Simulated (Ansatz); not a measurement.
**Cl2H5NSi2 (SMILES Cl[SiH2]N[SiH2]Cl): density, localisation and related maps**

The calculation's input:

```
crystal:
  periodic: [false, false, false]
  atoms:
    - {symbol: Cl, position_ang: [-2.318700, -1.418130, 1.357156]}
    - {symbol: Si, position_ang: [-1.344973, 0.267495, 0.686118]}
    - {symbol: N, position_ang: [-0.248837, -0.080164, -0.585871]}
    - {symbol: Si, position_ang: [1.453779, -0.251187, -0.475813]}
    - {symbol: Cl, position_ang: [2.448073, 1.443580, -1.091562]}
    - {symbol: H, position_ang: [-2.402049, 1.188305, 0.216501]}
    - {symbol: H, position_ang: [-0.568013, 0.809768, 1.819630]}
    - {symbol: H, position_ang: [-0.652131, -0.197001, -1.505717]}
    - {symbol: H, position_ang: [1.918476, -1.340312, -1.361202]}
    - {symbol: H, position_ang: [1.797574, -0.473655, 0.943660]}
basis:
  gaussian: {orbitals: def2-TZVPP}
hamiltonian: {xc: pbe0, dispersion: d4}
output: {orbitals: {seedname: orbitals}}
```

Command:

```sh
ansatz run in.yaml --threads 4 --pin off --events-out ev --progress --plain --max-ram 10444MiB
```

Geometry: PBE0-D4/def2-TZVP.

The calculation used RKS PBE0-D4/def2-TZVPP (Ansatz).

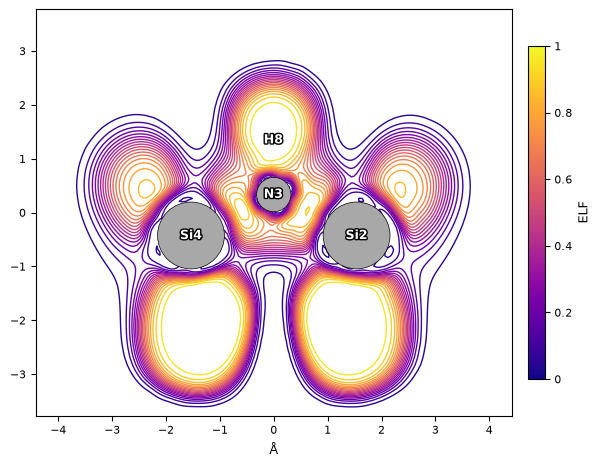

Figure 1. Electron localisation function on the plane of atoms Si2, N3 and H8. Grey discs cover the atomic cores.

> What does the map show?

- Atoms in the plane: Si, N and H.
- Si–N (1.71 Å): the ELF peaks at about 0.90 between the atoms: a shared but strongly polarised pair.
- N–H (1.01 Å): the ELF climbs to about 1 towards the hydrogen, as it does in any bond to H: a covalent bond by its length.

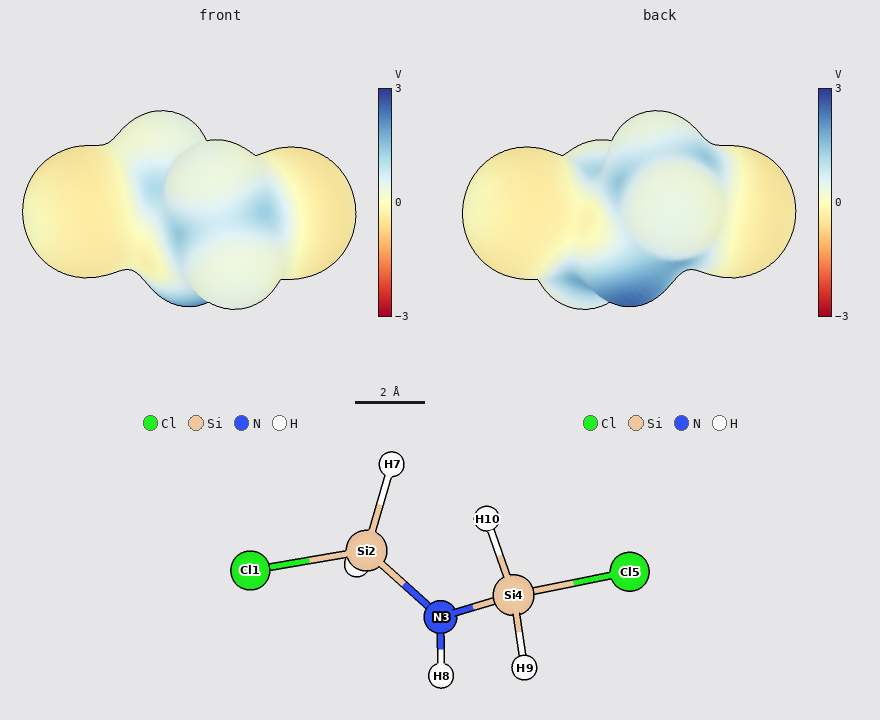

Figure 2. The electrostatic potential painted on the density surface at 0.002 e/bohr³, seen from the front and from behind; red is negative and blue positive. The bare structure is drawn below in the same view.

> Describe the electrostatic potential map.

The most negative region (about −0.4 V, or −9 kcal/mol for a unit charge) lies over Cl1 and Cl5, the most positive (about +2.4 V, or +55 kcal/mol for a unit charge) over H8.

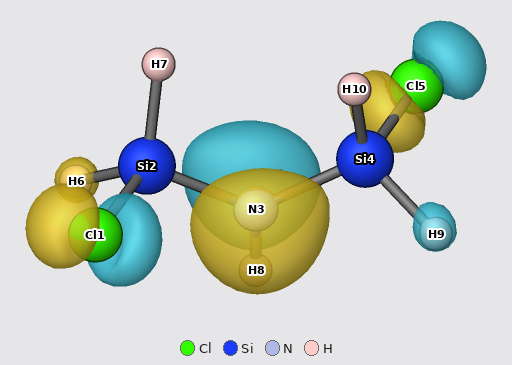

Figure 3. The HOMO at ±0.15 Å⁻³ᐟ² (yellow and cyan are the two phases), seen at a tilt.

> Describe this orbital and give its energy.

By Hirshfeld shares it lies mainly on N3 (about 50 %), Cl1 (about 10 %) and Cl5 (about 10 %); largely a combination of lone pairs on N3, Cl1 and Cl5. Its energy is −8.47 eV.
